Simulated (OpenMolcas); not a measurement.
# AlSiH4O (SMILES [AlH][O][SiH3]) at 6 levels

Aim: a comparison of 6 runs (UHF/STO-3G, UB3LYP/6-31G*, UM06-2X/aug-cc-pVDZ, UM06-L/aug-cc-pVDZ, UPBE/aug-cc-pVDZ, USVWN5/aug-cc-pVDZ) of AlSiH4O. 

The results are computed with OpenMolcas 26.06.

## Step 1: The system as given

AlSiH4O has 7 atoms, charge 0, and is taken as a doublet. SMILES: `[AlH][O][SiH3]`. The coordinates come from a PBE0-D4/def2-TZVP relaxation. This is one conformer, not always the lowest.

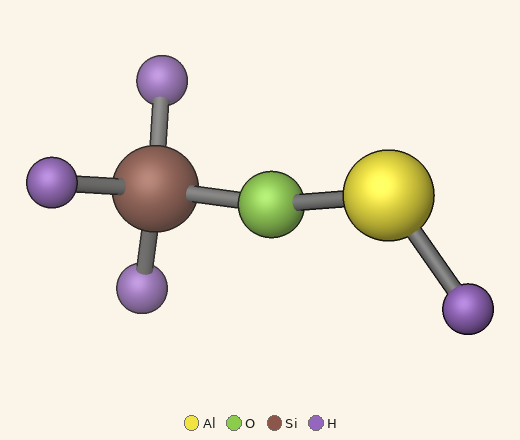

Viewed from a chosen angle; aluminium yellow, oxygen green, silicon brown, hydrogen purple.

## Step 2: Energy and forces at UHF/STO-3G (run 1)

File test.inp:

```
>>> EXPORT MOLCAS_PRINT=2
&GATEWAY
BasLib
$CurrDir
Coord
7
angstrom
Al      -1.643700      -1.503700      -0.201100
O       -0.403000      -0.368600      -0.047300
Si       0.870900       0.567400       0.335800
H       -2.580100      -1.352800      -1.500200
H        1.204400       1.463600      -0.802700
H        0.554900       1.401200       1.526200
H        2.057800      -0.275200       0.643500
Basis
STO-3G
Group
NoSym
&SEWARD
&SCF
UHF
Spin
2
Thresholds
1e-10 1e-07 1e-07 1e-05
PrOrbitals
0
&ALASKA
```

The basis set STO-3G is read from a file made from the Basis Set Exchange's data (not shown).

Command:

```sh
$ export MOLCAS_MEM=1860
$ pymolcas test.inp > test.log
```

The log of the run:

```text
--- Start Module: gateway ---
[...]
--- Stop Module: gateway /rc=_RC_ALL_IS_WELL_ ---
[...]
      Basis functions           27
[...]
--- Start Module: scf ---
[...]
       Convergence after  14 Iterations
[...]
::    Total SCF energy                               -600.7628116155
[...]
      Total spin, S                                     0.5056791697
[...]
      Total electronic charge=   39.000000
      Total            charge=   -0.000000
[...]
      Dipole Moment (debye):
      Origin of the operator (angstrom)=   -0.3359   -0.3914    0.0410
                   X= -4.7560E-01               Y= -1.5248E+00               Z=  1.2160E+00           Total=  2.0075E+00
      Quadrupole Moment (debye*angstrom):
[...]
--- Stop Module: scf /rc=_RC_ALL_IS_WELL_ ---
--- Start Module: alaska ---
[...]
 *              Molecular gradients               *
 **************************************************
  Irreducible representation: a
 ------------------------------------------------------------------------------------------
                              X                       Y                       Z
 ------------------------------------------------------------------------------------------
  AL1              -9.19228156168650E-03   -2.40128708647198E-02    1.74481890676195E-02
  O2                2.19352956474410E-02    1.53495504545010E-02    8.19377824302481E-03
  SI3              -6.33097202207900E-03   -3.54683325219529E-03   -2.88181830708467E-03
  H4               -2.46035704667231E-02   -1.42774918677198E-03   -2.78435362226452E-02
  H5                4.66598799188289E-03    1.73168059263284E-02   -2.49251043508645E-02
  H6               -9.22179865123185E-03    1.60281643080644E-02    2.43966494838954E-02
  H7                2.27473390623736E-02   -1.97070673852342E-02    5.61184208605003E-03
 ------------------------------------------------------------------------------------------
--- Stop Module: alaska /rc=_RC_ALL_IS_WELL_ ---
[...]
```

Run time: 1.8 s. Hardware: 1 thread of AMD EPYC 9R45 (Zen 5), shared host; peak memory 0.37 GiB.

## Step 3: Energy and gradient at UB3LYP/6-31G(d) (Cartesian functions) (run 2)

File input.xyz:

```xyz
7

Al    -1.643700    -1.503700    -0.201100
O     -0.403000    -0.368600    -0.047300
Si     0.870900     0.567400     0.335800
H     -2.580100    -1.352800    -1.500200
H      1.204400     1.463600    -0.802700
H      0.554900     1.401200     1.526200
H      2.057800    -0.275200     0.643500
```

File mol.input:

```
&gateway
 baslib
 $CurrDir
 coord
 input.xyz
 basis
 6-31Gs
 group
 NoSym

&seward
 gridinput
 Grid=UltraFine
 End of Grid

&scf
 uhf
 spin
 2
 ksdft
 B3LYP
 thresholds
 1e-10 1e-07 1e-07 1e-05
 prorbitals
 1 1

&alaska
```

The basis set 6-31G* is read from a file made from the Basis Set Exchange's data (not shown).

Command:

```sh
$ export MOLCAS_MEM=1860
$ pymolcas mol.input > mol.log
```

The log of the run:

```text
--- Start Module: gateway ---
[...]
--- Stop Module: gateway /rc=_RC_ALL_IS_WELL_ ---
[...]
      Basis functions           61
[...]
--- Start Module: scf ---
[...]
       Convergence after  14 Iterations
[...]
::    Total KS-DFT energy                            -609.5912843105
[...]
      Total spin, S                                     0.5014185155
[...]
      Total electronic charge=   39.000000
      Total            charge=   -0.000000
[...]
      Dipole Moment (debye):
      Origin of the operator (angstrom)=   -0.3359   -0.3914    0.0410
                   X= -2.2512E-01               Y= -4.9264E-01               Z=  3.0370E-01           Total=  6.2097E-01
      Quadrupole Moment (debye*angstrom):
[...]
--- Stop Module: scf /rc=_RC_ALL_IS_WELL_ ---
[...]
--- Start Module: alaska ---
[...]
 *              Molecular gradients               *
 **************************************************
  Irreducible representation: a
 ------------------------------------------------------------------------------------------
                              X                       Y                       Z
 ------------------------------------------------------------------------------------------
  AL1               8.16171276064814E-03    8.74457813906560E-03   -4.66570180991999E-04
  O2                1.46776890239497E-03   -7.51858970770680E-04    2.23025012413292E-03
  SI3              -7.95647608032723E-03   -5.69843060004516E-03   -2.38445220263062E-03
  H4                1.15962568346717E-03   -1.73542468437662E-04    1.53991045139357E-03
  H5               -9.39875272142565E-04   -8.32206710748906E-04   -4.52004479809531E-05
  H6               -7.79034194980266E-04   -7.86176285621387E-04   -5.06419725964324E-04
  H7               -1.11372179908820E-03   -5.02363103398906E-04   -3.67518017958646E-04
 ------------------------------------------------------------------------------------------
--- Stop Module: alaska /rc=_RC_ALL_IS_WELL_ ---
[...]
```

Run time: 19 s. Hardware: 1 thread of AMD EPYC 9R45 (Zen 5), shared host; peak memory 0.4 GiB.

Runs 3 to 5 aren't shown in full; the table further down has their settings and results.

## Step 4: Energy and forces at USVWN5/aug-cc-pVDZ (run 6)

File run.input:

```
* AlH4OSi Kohn-Sham DFT

&GATEWAY
  BasLib
  $CurrDir
  BasisSet
  Al.aug-cc-pVDZ....
  Al1 -1.643700 -1.503700 -0.201100 angstrom
  End of Basis
  BasisSet
  O.aug-cc-pVDZ....
  O2 -0.403000 -0.368600 -0.047300 angstrom
  End of Basis
  BasisSet
  Si.aug-cc-pVDZ....
  Si3 0.870900 0.567400 0.335800 angstrom
  End of Basis
  BasisSet
  H.aug-cc-pVDZ....
  H4 -2.580100 -1.352800 -1.500200 angstrom
  H5 1.204400 1.463600 -0.802700 angstrom
  H6 0.554900 1.401200 1.526200 angstrom
  H7 2.057800 -0.275200 0.643500 angstrom
  End of Basis

&SEWARD
  GridInput
  Grid=UltraFine
  End of Grid

&SCF
  UHF
  Spin
  2
  KSDFT
  SVWN5
  Thresholds
  1e-10 1e-07 1e-07 1e-05
  PrOrbitals
  1

&ALASKA
```

The basis set aug-cc-pVDZ is read from a file made from the Basis Set Exchange's data (not shown).

Command:

```sh
$ export MOLCAS_MEM=1860
$ pymolcas run.input > run.log
```

The log of the run:

```text
--- Start Module: gateway ---
[...]
--- Stop Module: gateway /rc=_RC_ALL_IS_WELL_ ---
[...]
      Basis functions          113
[...]
--- Start Module: scf ---
[...]
       Convergence after  14 Iterations
[...]
::    Total KS-DFT energy                            -606.7899114737
[...]
      Total spin, S                                     0.5007642987
[...]
      Dipole Moment (debye):
      Origin of the operator (angstrom)=   -0.3359   -0.3914    0.0410
                   X= -2.9054E-01               Y= -4.4627E-01               Z=  1.8008E-01           Total=  5.6214E-01
      Quadrupole Moment (debye*angstrom):
[...]
--- Stop Module: scf /rc=_RC_ALL_IS_WELL_ ---
[...]
--- Start Module: alaska ---
[...]
 *              Molecular gradients               *
 **************************************************
  Irreducible representation: a
 ------------------------------------------------------------------------------------------
                              X                       Y                       Z
 ------------------------------------------------------------------------------------------
  AL1               8.99611680689993E-03    1.25542034417840E-02   -3.92456423592058E-03
  O2                1.22793678213382E-02    6.02741915193006E-03    6.74082659528152E-03
  SI3              -1.90973918591730E-02   -1.36152940427783E-02   -6.12642600440139E-03
  H4                2.80493805408932E-03   -1.13851172931280E-03    4.65262877854045E-03
  H5               -1.25865732233477E-03   -4.33439451849083E-03    6.03759767466627E-03
  H6                2.01110677950640E-03   -4.01397212844357E-03   -5.92093146080241E-03
  H7               -5.73548028039017E-03    4.52054982529049E-03   -1.45913134736175E-03
 ------------------------------------------------------------------------------------------
--- Stop Module: alaska /rc=_RC_ALL_IS_WELL_ ---
[...]
```

Wall time 36 s (1 thread of AMD EPYC 9R45 (Zen 5), shared host); peak memory 0.68 GiB.

## Step 5: Overview of the runs

| run | level | Cartesian functions | integration grid | energy (Eh) | dipole moment (D) | HOMO energy (eV) | LUMO energy (eV) | wall time |
| --- | --- | --- | --- | --- | --- | --- | --- | --- |
| 1 | UHF/STO-3G | no | – | -600.762812 | 2.01 | -4.35 | 7.58 | 1.8 s |
| 2 | UB3LYP/6-31G* (Cartesian functions) | yes | UltraFine | -609.591284 | 0.62 | -5.41 | -2.61 | 19 s |
| 3 | UM06-2X/aug-cc-pVDZ | no | UltraFine | -609.504565 | 0.87 | -6.55 | -2.80 | 84 s |
| 4 | UM06-L/aug-cc-pVDZ | no | UltraFine | -609.564574 | 0.58 | -4.82 | -3.37 | 66 s |
| 5 | UPBE/aug-cc-pVDZ | no | UltraFine | -609.198574 | 0.60 | -4.77 | -3.19 | 65 s |
| 6 | USVWN5/aug-cc-pVDZ | no | UltraFine | -606.789911 | 0.56 | -4.70 | -3.52 | 36 s |

## Step 6: Summary of results

```
                                 quantity          value
                      run 6: total energy  -606.78991 Eh
                     run 6: dipole moment         0.56 D
run 6: HOMO energy (highest over α and β)       -4.70 eV
 run 6: LUMO energy (lowest over α and β)       -3.52 eV
                              run 6: ⟨S²⟩          0.752
          run 6: largest force on an atom     1.247 eV/Å
```

What this shows: The dipole moment (its size) runs from 0.56 D (USVWN5/aug-cc-pVDZ) to 2.01 D (UHF/STO-3G). The two ends differ in method and basis. Totals of different functionals can't be ranked against each other. In run 1 the basis is minimal, so the values are rough. All runs together took 4.5 min, the longest 84 s.
